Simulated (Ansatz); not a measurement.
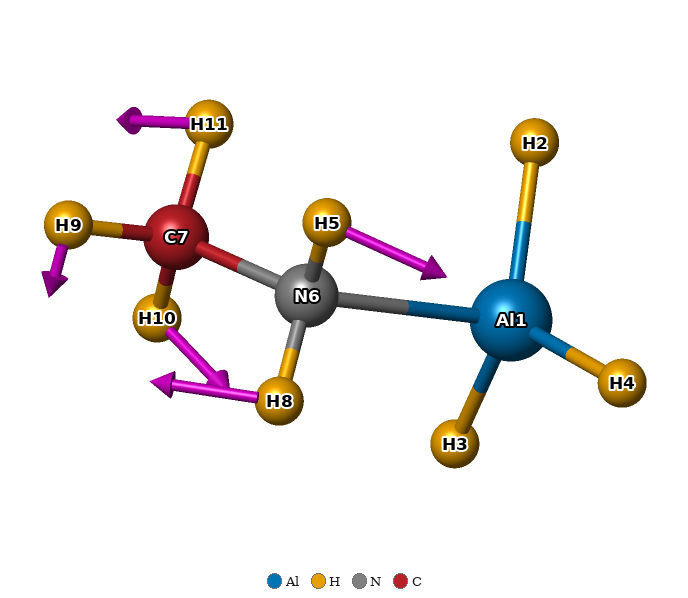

The arrows show one normal mode. Harmonic vibrations computed with RKS PBE0-D4/def2-TZVP (Ansatz 0.2.0) at a stationary point of the same level.

### What kind of motion is it?

Mostly angle bending.

### Estimate its harmonic wavenumber.

1011 cm⁻¹; it is mode 11 of 27 counted from the lowest.
